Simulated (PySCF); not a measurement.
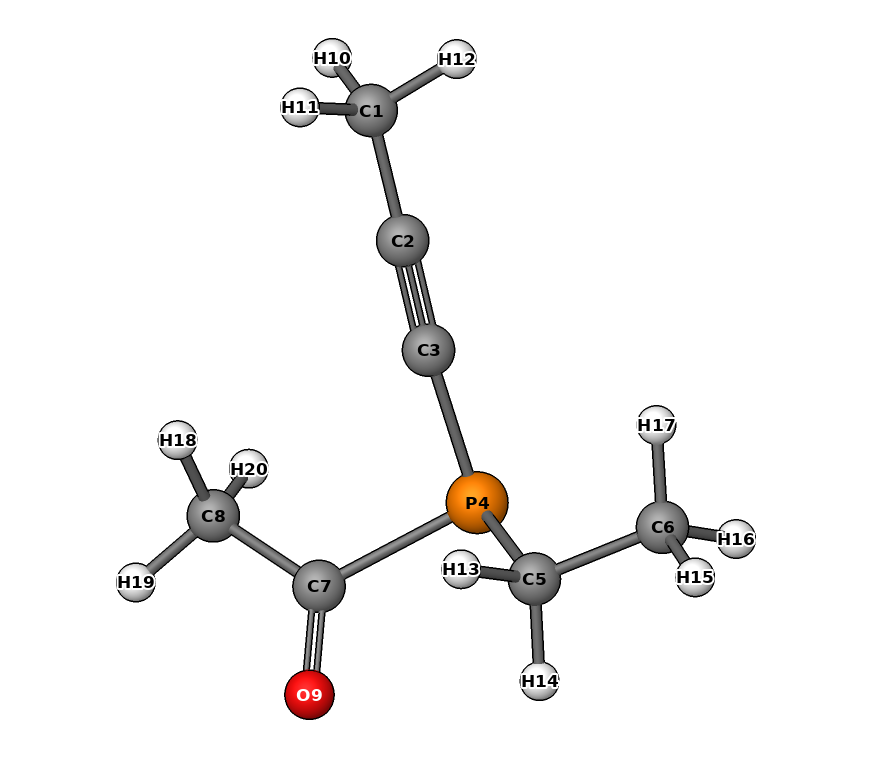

The questions are on isotropic NMR shieldings of the C atoms. The geometry was computed by an optimisation with PBE0-D3(BJ)/def2-SVP. No frequency run is at hand to confirm it as a minimum. Level of theory: GIAO ωB97X-D/pcSseg-1 NMR shielding, non-relativistic, gas phase (PySCF 2.14.0).

List the isotropic NMR shieldings of the C atoms.

```json
{"atom": "C1", "σ (ppm)": "178.5"}
{"atom": "C2", "σ (ppm)": "68.8"}
{"atom": "C3", "σ (ppm)": "105.0"}
{"atom": "C5", "σ (ppm)": "162.6"}
{"atom": "C6", "σ (ppm)": "173.7"}
{"atom": "C7", "σ (ppm)": "−44.1"}
{"atom": "C8", "σ (ppm)": "150.3"}
```
